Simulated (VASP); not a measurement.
Band structure of BaBi$_{3}$ (space group Pm-3m). Method: PBEsol GGA with spin-orbit coupling, VASP's PBE PAW potentials (set 64) (plane waves; VASP).

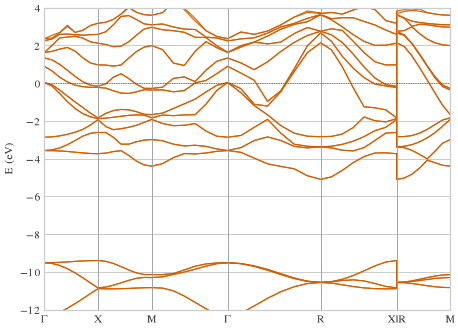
*Bands along high-symmetry lines, zero at the valence-band maximum or, without a gap, the Fermi level*

Question: Read the plot: is there a gap, and where are the band edges?

Answer: It has no gap at this level: it comes out as a metal or semimetal.

The structure comes from a computed database's BaBi3 entry (Pm-3m); how it stands against other phases isn't given here. It was relaxed first.
